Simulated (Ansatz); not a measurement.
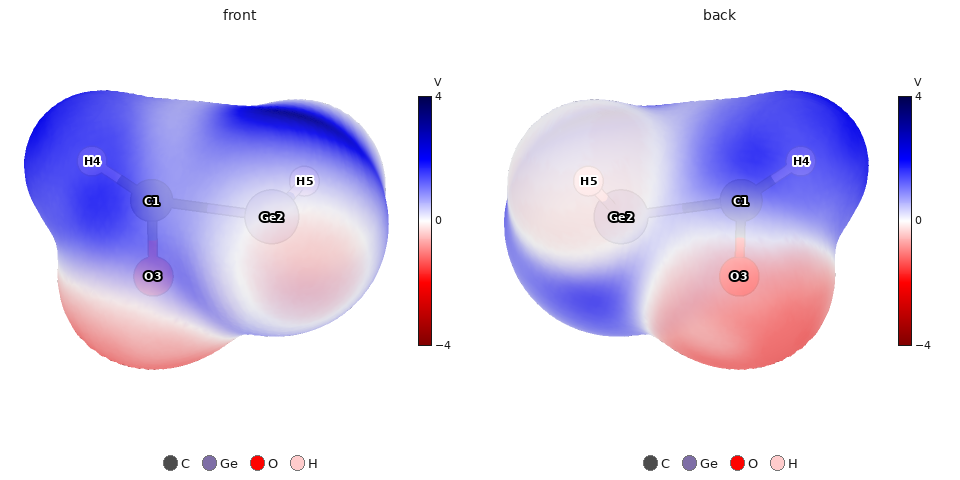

Figure 1: CH2GeO (SMILES O=[CH][GeH]). The electrostatic potential painted on the density surface at 0.004 e/bohr³, seen from the front and from behind; the colour scale runs from red (negative) to blue (positive).

Geometry: r2SCAN-D4/def2-TZVP.

Computed with isolated molecule in a Gaussian basis; Kohn-Sham density functional theory, functional PBE0 in Ansatz 0.2.0.

```xyz
5

C    -2.4945    0.7442    0.1375
Ge   -1.5439   -0.9514    0.4727
O    -2.1115    1.1215    1.2449
H    -3.0964    1.4175   -0.5029
H    -2.9047   -1.5312    1.0691
```

> Where is the surface potential most negative and most positive?

The most negative region (about −1.1 V) lies over O3, the most positive (about +3.0 V) over Ge2. O3 is the likeliest acceptor of a hydrogen bond.
